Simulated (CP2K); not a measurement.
Consider protonated nitrogen at its PBE geometry (Å).

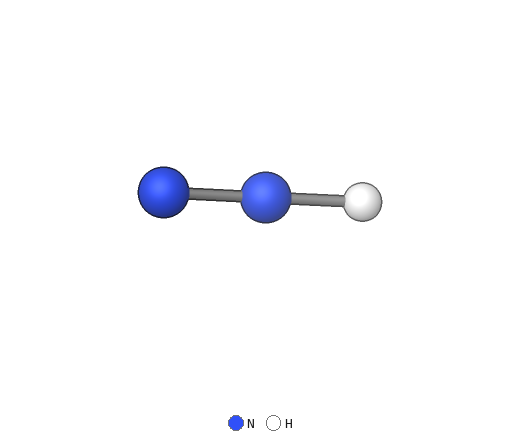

The molecule (nitrogen blue, hydrogen white).

```xyz
3

N     1.0790    0.0925    0.0000
N    -0.0195   -0.0005    0.0000
H    -1.0595   -0.0921    0.0000
```

Method: CP2K XAS_TDP, all-electron GAPW, PBEh(45%), aug-cc-pVTZ, TDA, no relativity.

**Question.** Where do the N K-edge lines lie, and how strong are they?

Leading lines: N1 396.07 eV and N2 396.94 eV. The leading line of an atom is its first one with 35 % of the strongest within 2.5 eV of its lowest line over the strength cut. 

The first six lines of each atom with a strength over 0.0015:

```
                  atom  energy (eV)  states  strength, one atom
      N1 (bonded to N)       396.07       2              0.1530
                             404.11       1              0.0154
                             408.11       2              0.0056
                             408.97       1              0.0085
                             410.28       1              0.0040
                             410.42       2              0.0112
N2 (bonded to N and H)       396.94       2              0.1121
                             402.26       1              0.0133
                             407.60       2              0.0218
                             410.62       2              0.0042
                             411.26       1              0.0058
                             413.04       2              0.0041
```

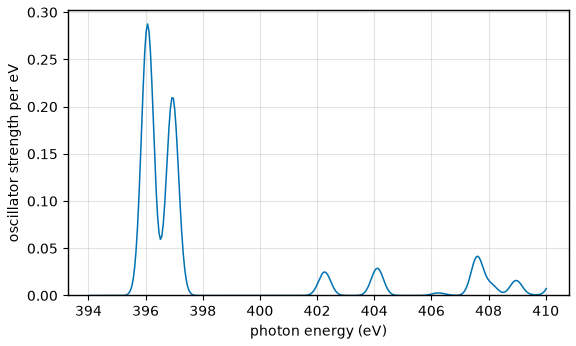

All atoms added, broadened by 0.5 eV.

Lines are vertical, at one geometry, with no vibrational structure. Without a correction of the core level, line positions, and the gaps between valence and Rydberg lines, follow the share of exact exchange. At this level such K lines come out 3 to 6 eV under measured ones. These values hold no scalar relativity, about 0.2 eV for N 1s. Rydberg lines, and the discretised continuum above threshold, depend on the basis and the box. The ion (charge +1) is isolated, with no counter-ion or solvent.

[Banner, clock and machine lines of the logs are left out without a mark of their own.]

[Logs are printed without paths, hosts, clocks, repeated set-up lines and the standing remarks that a program may print on its own settings, such as how far it seeks lower states.]

[Hosts, paths, dates, database ids (printed as entryN), source tags and the programs' standing remarks are cut or masked in the printed files.]
